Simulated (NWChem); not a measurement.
Energy and gradient calculation, with input and output: C2H3Al (part 1 of 3)

C2H3Al, SMILES C#[C][AlH2], computed with B3LYP/6-31G*, RKS (NWChem 7.3.0).

The geometry comes from this level: PBE0-D4/def2-TZVP.

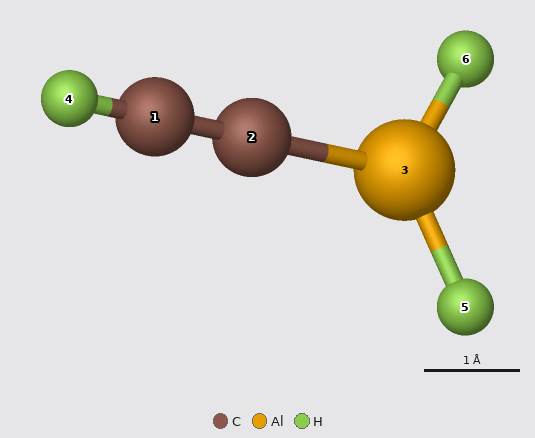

Figure 1. The structure as given in the input (ball-and-stick view, seen at an oblique angle; atoms are numbered from 1 in the order of the input). Sticks mark near contacts. Bond lengths as drawn: Al–C 1.91 Å, Al–H 1.58 Å, C–C 1.21 Å and C–H 1.07 Å.

## Input
```
start c2h3al
title "C2H3Al"
memory total 2200 mb
geometry noautosym nocenter noautoz
 C     -0.792800    -1.637600    -0.298100
 C     -0.266100    -0.564200    -0.106200
 Al     0.564800     1.124200     0.195000
 H     -1.257000    -2.583100    -0.467400
 H      1.356700     1.804700    -0.990500
 H      0.436600     1.792000     1.621000
end
basis spherical bse
 * library 6-31G*
end
dft
 xc b3lyp
 grid xfine
 convergence energy 1e-08
 maxiter 100
 mulliken
end
task dft gradient
```

Machine: 1 thread of Intel Xeon @ 2.50GHz (Skylake/Cascade Lake), 128 GiB of memory available, shared host.

Run as:
```bash
nwchem c2h3al.nw > c2h3al.out
```

## Output
```
Northwest Computational Chemistry Package (NWChem) 7.3.0
             --------------------------------------------------------

           Job information
           ---------------

    nwchem branch   = 7.3.0
    use scalapack   = T
    input           = c2h3al.nw
    prefix          = c2h3al.
    data base       = ./c2h3al.db
    status          = startup
    nproc           =        1

           Memory information
           ------------------

    heap     =     72089598 doubles =      550.0 Mbytes
    stack    =     72089595 doubles =      550.0 Mbytes
    global   =    144179200 doubles =     1100.0 Mbytes (distinct from heap & stack)
    total    =    288358393 doubles =     2200.0 Mbytes
    verify   = yes
    hardfail = no

           Directory information
           ---------------------

  0 permanent = .
  0 scratch   = .

                                NWChem Input Module
                                -------------------

                                      C2H3Al
                                      ------

 Scaling coordinates for geometry "geometry" by  1.889725989
 (inverse scale =  0.529177249)

                             Geometry "geometry" -> ""
                             -------------------------

 Output coordinates in angstroms (scale by  1.889725989 to convert to a.u.)

  No.       Tag          Charge          X              Y              Z
 ---- ---------------- ---------- -------------- -------------- --------------
    1 C                    6.0000    -0.79280000    -1.63760000    -0.29810000
    2 C                    6.0000    -0.26610000    -0.56420000    -0.10620000
    3 Al                  13.0000     0.56480000     1.12420000     0.19500000
    4 H                    1.0000    -1.25700000    -2.58310000    -0.46740000
    5 H                    1.0000     1.35670000     1.80470000    -0.99050000
    6 H                    1.0000     0.43660000     1.79200000     1.62100000

      Atomic Mass
      -----------

      C                 12.000000
      Al                26.981540
      H                  1.007825

 Effective nuclear repulsion energy (a.u.)      69.4104672104

            Nuclear Dipole moment (a.u.)
            ----------------------------
        X                 Y               Z
 ---------------- ---------------- ----------------
     2.8823990504     4.5682236048     0.5145723867

            XYZ format geometry
            -------------------
     6
 geometry
 C                    -0.79280000    -1.63760000    -0.29810000
 C                    -0.26610000    -0.56420000    -0.10620000
 Al                    0.56480000     1.12420000     0.19500000
 H                    -1.25700000    -2.58310000    -0.46740000
 H                     1.35670000     1.80470000    -0.99050000
 H                     0.43660000     1.79200000     1.62100000

 ==============================================================================
                                internuclear distances
 ------------------------------------------------------------------------------
       center one      |      center two      | atomic units |  angstroms
 ------------------------------------------------------------------------------
    2 C                |   1 C                |     2.28838  |     1.21096
    3 Al               |   2 C                |     3.60131  |     1.90573
    4 H                |   1 C                |     2.01601  |     1.06682
    5 H                |   3 Al               |     2.98529  |     1.57975
    6 H                |   3 Al               |     2.98545  |     1.57983
 ------------------------------------------------------------------------------
                         number of included internuclear distances:          5
 ==============================================================================

 ==============================================================================
                                 internuclear angles
 ------------------------------------------------------------------------------
        center 1       |       center 2       |       center 3       |  degrees
 ------------------------------------------------------------------------------
    2 C                |   1 C                |   4 H                |   179.98
    1 C                |   2 C                |   3 Al               |   179.93
    2 C                |   3 Al               |   5 H                |   118.79
    2 C                |   3 Al               |   6 H                |   118.80
    5 H                |   3 Al               |   6 H                |   122.41
 ------------------------------------------------------------------------------
                            number of included internuclear angles:          5
 ==============================================================================

 Summary of "ao basis" -> "" (spherical)
 ------------------------------------------------------------------------------
       Tag                 Description            Shells   Functions and Types
 ---------------- ------------------------------  ------  ---------------------
 *                           6-31G*                   on all atoms

                                 NWChem DFT Module
                                 -----------------

                                      C2H3Al

                      Basis "ao basis" -> "ao basis" (spherical)
                      -----
  [basis functions not shown]

 Summary of "ao basis" -> "ao basis" (spherical)
 ------------------------------------------------------------------------------
       Tag                 Description            Shells   Functions and Types
 ---------------- ------------------------------  ------  ---------------------
 C                           6-31G*                  6       14   3s2p1d
 Al                          6-31G*                  8       18   4s3p1d
 H                           6-31G*                  2        2   2s

 Summary of "ao basis" -> "ao basis" (spherical)
 ------------------------------------------------------------------------------
       Tag                 Description            Shells   Functions and Types
 ---------------- ------------------------------  ------  ---------------------
 C                           6-31G*                  6       14   3s2p1d
 Al                          6-31G*                  8       18   4s3p1d
 H                           6-31G*                  2        2   2s

  Caching 1-el integrals
  itol2e modified to match energy
  convergence criterion.
  tol_rho modified to match energy
  convergence criterion.

            General Information
            -------------------
          SCF calculation type: DFT
          Wavefunction type:  closed shell.
          No. of atoms     :     6
          No. of electrons :    28
           Alpha electrons :    14
            Beta electrons :    14
          Charge           :     0
          Spin multiplicity:     1
          Use of symmetry is: off; symmetry adaption is: off
          Maximum number of iterations: 100
          AO basis - number of functions:    52
                     number of shells:    26
          Convergence on energy requested:  1.00D-08
          Convergence on density requested:  1.00D-05
          Convergence on gradient requested:  5.00D-04

              XC Information
              --------------
                         B3LYP Method XC Potential
                     Hartree-Fock (Exact) Exchange  0.200
                        Slater Exchange Functional  0.800 local
                    Becke 1988 Exchange Functional  0.720 non-local
              Lee-Yang-Parr Correlation Functional  0.810
                  VWN I RPA Correlation Functional  0.190 local

             Grid Information
             ----------------
          Grid used for XC integration:  xfine
          Radial quadrature: Mura-Knowles
          Angular quadrature: Lebedev.
          Tag              B.-S. Rad. Rad. Pts. Rad. Cut. Ang. Pts.
          ---              ---------- --------- --------- ---------
          C                   0.70      100          11.0      1454
          Al                  1.25      125          11.0      1454
          H                   0.35      100          13.0      1202
          Grid pruning is: on
          Number of quadrature shells:   625
          Spatial weights used:  Erf1

          Convergence Information
          -----------------------
          Convergence aids based upon iterative change in
          total energy or number of iterations.
          Levelshifting, if invoked, occurs when the
          HOMO/LUMO gap drops below (HL_TOL):  1.00D-02
          DIIS, if invoked, will attempt to extrapolate
          using up to (NFOCK): 10 stored Fock matrices.

                    Damping( 0%)  Levelshifting(0.5)       DIIS
                  --------------- ------------------- ---------------
          dE  on:    start            ASAP                start
          dE off:    2 iters        100 iters           100 iters

      Screening Tolerance Information
      -------------------------------
          Density screening/tol_rho:  1.00D-11
          AO Gaussian exp screening on grid/accAOfunc:  18
          CD Gaussian exp screening on grid/accCDfunc:  20
          XC Gaussian exp screening on grid/accXCfunc:  20
          Schwarz screening/accCoul:  1.00D-09

      Superposition of Atomic Density Guess
      -------------------------------------

 Sum of atomic energies:        -318.67385655

      Non-variational initial energy
      ------------------------------

 Total energy =    -319.625593
 1-e energy   =    -576.403596
 2-e energy   =     187.367535
 HOMO         =      -0.335374
 LUMO         =      -0.034389

   Time after variat. SCF:      0.3

     ---------------------------------------------
      Total Density - Mulliken Population Analysis
     ---------------------------------------------

    Atom       Charge   Shell Charges
 -----------   ------   -------------------------------------------------------
    1 C    6     6.14   2.00  0.76  1.82  0.63  0.91  0.03
    2 C    6     6.40   2.00  0.77  1.96  0.82  0.83  0.03
    3 Al  13    12.43   2.00  2.00  5.97  0.90  0.95  0.26  0.23  0.12
    4 H    1     0.73   0.43  0.30
    5 H    1     1.15   0.47  0.68
    6 H    1     1.15   0.47  0.68
   Time prior to 1st pass:      0.3

 Grid_pts file          = ./c2h3al.gridpts.0
 Record size in doubles =  12289        No. of grid_pts per rec  =   3070
 Max. records in memory =    327        Max. recs in file   = *********

           Memory utilization after 1st SCF pass:
           Heap Space remaining (MW):       34.51            34513334
          Stack Space remaining (MW):       72.09            72089156

   convergence    iter        energy       DeltaE   RMS-Dens  Diis-err    time
 ---------------- ----- ----------------- --------- --------- ---------  ------
 d= 0,ls=0.0,diis     1   -320.3353052662 -3.90D+02  1.41D-02  2.43D-01     2.2
 d= 0,ls=0.0,diis     2   -320.3472675290 -1.20D-02  8.02D-03  1.66D-01     3.7
 d= 0,ls=0.0,diis     3   -320.3537357907 -6.47D-03  3.87D-03  1.20D-01     5.4
 d= 0,ls=0.0,diis     4   -320.3691174518 -1.54D-02  1.03D-03  4.78D-03     7.1
 d= 0,ls=0.0,diis     5   -320.3698358708 -7.18D-04  1.63D-04  7.14D-05     8.9
  Resetting Diis
 d= 0,ls=0.0,diis     6   -320.3698477253 -1.19D-05  2.45D-05  1.01D-06    10.6
 d= 0,ls=0.0,diis     7   -320.3698479023 -1.77D-07  9.16D-06  4.86D-08    12.4
 d= 0,ls=0.0,diis     8   -320.3698478774  2.49D-08  5.32D-06  2.42D-07    14.1
 d= 0,ls=0.0,diis     9   -320.3698479111 -3.37D-08  8.49D-07  2.16D-09    15.8
 d= 0,ls=0.0,diis    10   -320.3698479114 -3.32D-10  1.07D-07  1.28D-11    17.6

         Total DFT energy =     -320.369847911405
      One electron energy =     -578.733143495483
           Coulomb energy =      219.537808142485
    Exchange-Corr. energy =      -30.584979768857
 Nuclear repulsion energy =       69.410467210449

 Numeric. integr. density =       28.000000008714

     Total iterative time =     17.2s

                       DFT Final Molecular Orbital Analysis
                       ------------------------------------

 Vector    1  Occ=2.000000D+00  E=-5.604459D+01
              MO Center=  5.6D-01,  1.1D+00,  1.9D-01, r^2= 5.5D-03
   Bfn.  Coefficient  Atom+Function         Bfn.  Coefficient  Atom+Function
  ----- ------------  ---------------      ----- ------------  ---------------
    29      0.997207  3 Al s

 Vector    2  Occ=2.000000D+00  E=-1.018852D+01
              MO Center= -7.9D-01, -1.6D+00, -3.0D-01, r^2= 3.0D-02
   Bfn.  Coefficient  Atom+Function         Bfn.  Coefficient  Atom+Function
  ----- ------------  ---------------      ----- ------------  ---------------
     1      0.994102  1 C  s                 15      0.040849  2 C  s
     2      0.034743  1 C  s                  6     -0.028797  1 C  s

 Vector    3  Occ=2.000000D+00  E=-1.016198D+01
              MO Center= -2.7D-01, -5.7D-01, -1.1D-01, r^2= 3.0D-02
   Bfn.  Coefficient  Atom+Function         Bfn.  Coefficient  Atom+Function
  ----- ------------  ---------------      ----- ------------  ---------------
    15      0.994260  2 C  s                  1     -0.041970  1 C  s
    16      0.036008  2 C  s                 20     -0.035884  2 C  s

 Vector    4  Occ=2.000000D+00  E=-4.142601D+00
              MO Center=  5.6D-01,  1.1D+00,  1.9D-01, r^2= 1.3D-01
   Bfn.  Coefficient  Atom+Function         Bfn.  Coefficient  Atom+Function
  ----- ------------  ---------------      ----- ------------  ---------------
    30      1.027156  3 Al s                 29     -0.262363  3 Al s
    34      0.031353  3 Al s
```
